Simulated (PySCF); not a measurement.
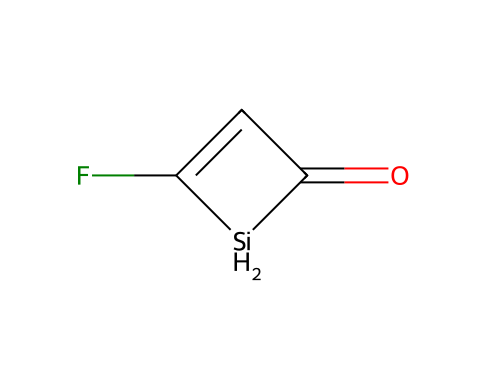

Source: calculation with PySCF.

A structural formula.

**Transcribe the drawing into SMILES.**

O=C1C=C(F)[SiH2]1

**What is the molecular formula?**

C3H3FOSi.

**An optimisation with GFN2-xTB gave a structure of which point group?**

Cs.
